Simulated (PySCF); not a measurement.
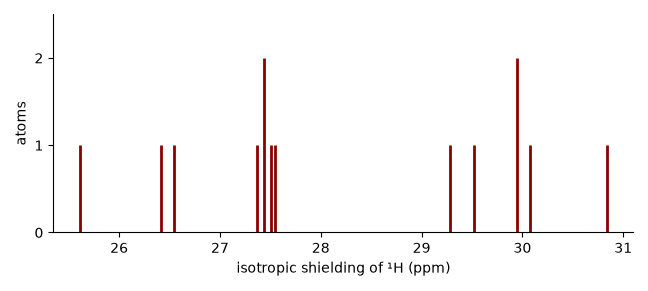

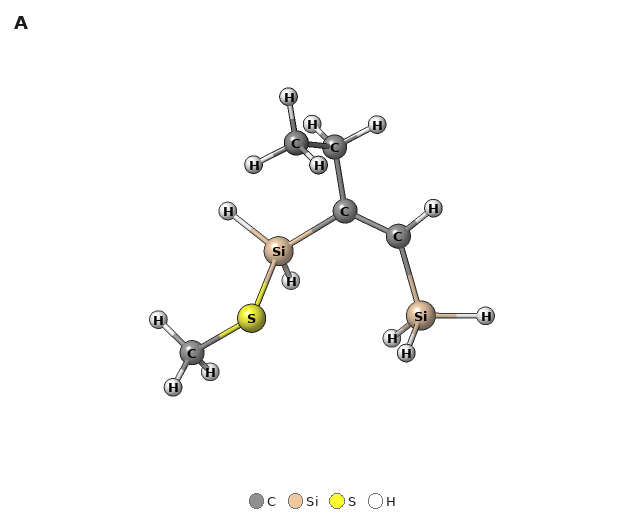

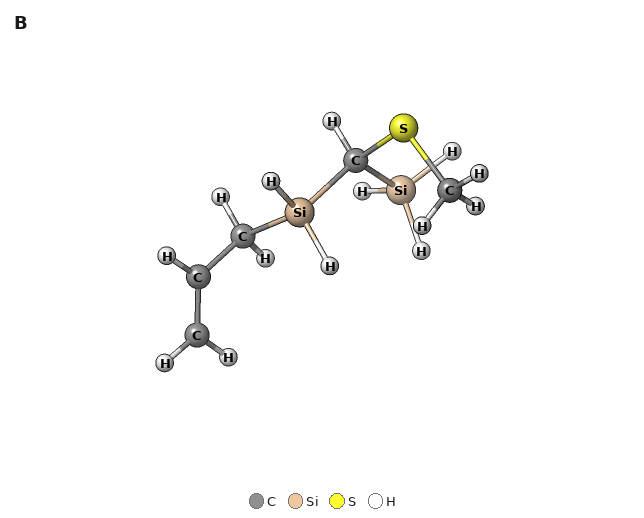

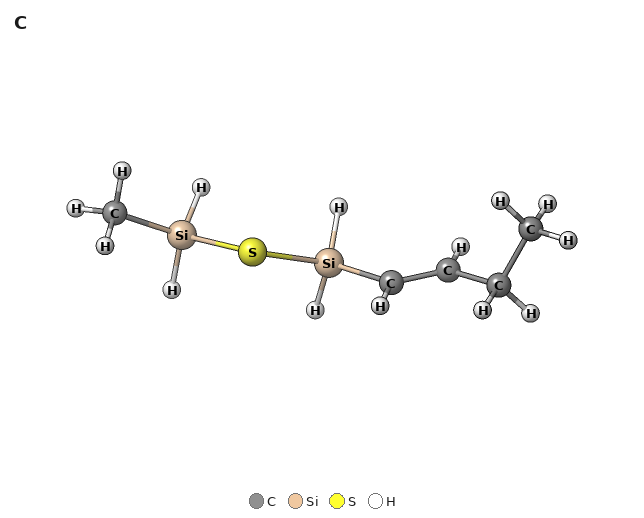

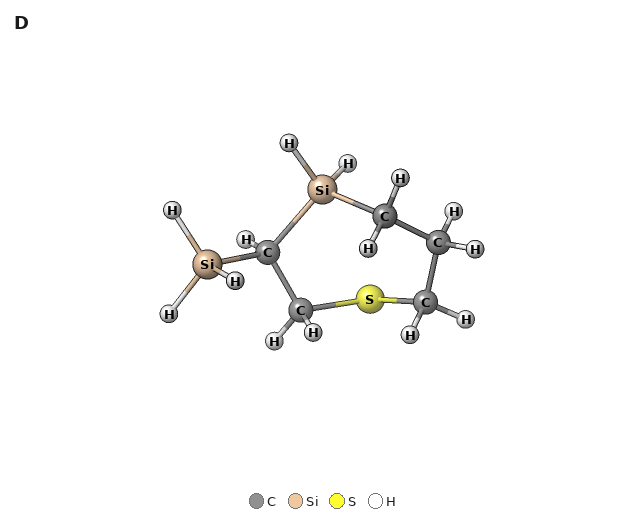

The sticks are computed shieldings of one of the molecules, for one fixed geometry (GFN2-xTB) without averaging over rotations. Low shielding means a high chemical shift. Method: GIAO PBE0/pcSseg-1 NMR shielding, non-relativistic, gas phase (PySCF 2.14.0).

Which molecule gives this pattern?

Answer. B, `C=CC[SiH2][C@H]([SiH3])SC`. Its 14 H atoms give lines at 25.61, 26.42, 26.55, 27.37, 27.44 (2 atoms), 27.51, 27.55, 29.28, 29.52, 29.95 (2 atoms), 30.08, 30.84 ppm.

The geometry is semi-empirical. Around Si such bond lengths and angles can be off by a tenth of an ångström or more and by several degrees, and values that hang on the shape move with them.
